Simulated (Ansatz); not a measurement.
Dissociation curve of SH, doublet.

Computed with: UCCSDT(Q) = CCSDT(Q) on UHF/aug-cc-pVDZ, frozen core (Ansatz, a first-principles code); FCI = full CI/aug-cc-pVDZ, frozen core in Ansatz; ROCCSDT = CCSDT on ROHF/aug-cc-pVDZ, frozen core (Ansatz); UMP2 = Ansatz with MP2 on UHF/aug-cc-pVDZ, frozen core.

Energies are in eV, each relative to the lowest point of its own curve between 1.13 and 1.63 Å, where full CI is lowest.

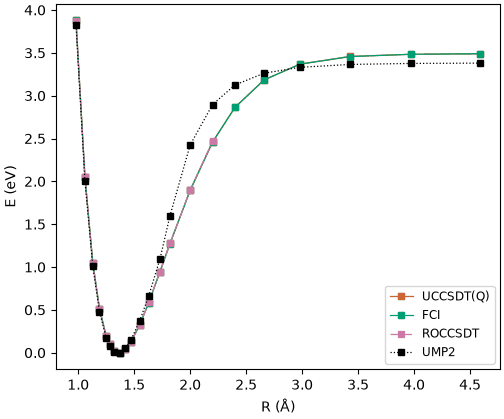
*Energy against bond length for each method.*

| R / Å | UCCSDT(Q) | FCI | ROCCSDT | UMP2 |
|---|---|---|---|---|
| 0.98 | 3.878 | 3.878 | 3.877 | 3.825 |
| 1.06 | 2.050 | 2.050 | 2.049 | 2.004 |
| 1.13 | 1.050 | 1.050 | 1.049 | 1.011 |
| 1.19 | 0.512 | 0.512 | 0.511 | 0.481 |
| 1.25 | 0.193 | 0.193 | 0.192 | 0.170 |
| 1.28 | 0.097 | 0.097 | 0.097 | 0.080 |
| 1.32 | 0.023 | 0.023 | 0.022 | 0.013 |
| 1.37 | 0.000 | 0.000 | 0.000 | 0.000 |
| 1.42 | 0.038 | 0.038 | 0.039 | 0.050 |
| 1.47 | 0.124 | 0.123 | 0.124 | 0.148 |
| 1.55 | 0.328 | 0.328 | 0.329 | 0.376 |
| 1.63 | 0.586 | 0.585 | 0.587 | 0.664 |
| 1.73 | 0.944 | 0.944 | 0.947 | 1.093 |
| 1.82 | 1.275 | 1.274 | 1.278 | 1.601 |
| 2.00 | 1.896 | 1.896 | 1.902 | 2.425 |
| 2.20 | 2.459 | 2.459 | 2.470 | 2.897 |
| 2.40 | 2.864 | 2.863 | — | 3.125 |
| 2.66 | 3.183 | 3.184 | — | 3.262 |
| 2.98 | 3.369 | 3.368 | — | 3.331 |
| 3.43 | 3.459 | 3.456 | — | 3.365 |
| 3.97 | 3.483 | 3.483 | — | 3.376 |
| 4.59 | 3.488 | 3.490 | — | 3.380 |

At the longest distance, 4.59 Å, FCI lies highest above its minimum (3.490 eV) and UMP2 lowest (3.380 eV).

Dashes: no converged value, or the column stops at the first point that the program doubted or that broke a chosen test of continuity, which isn't proof of a fault.

The unrestricted determinant behind UCCSDT(Q), UMP2 is spin-contaminated at 1.82 to 4.59 Å (<S²> up to 1.8, against 0.75 for a pure doublet). The T1 diagnostic of CCSD on the restricted reference of ROCCSDT exceeds 0.045 at 2.40 Å.
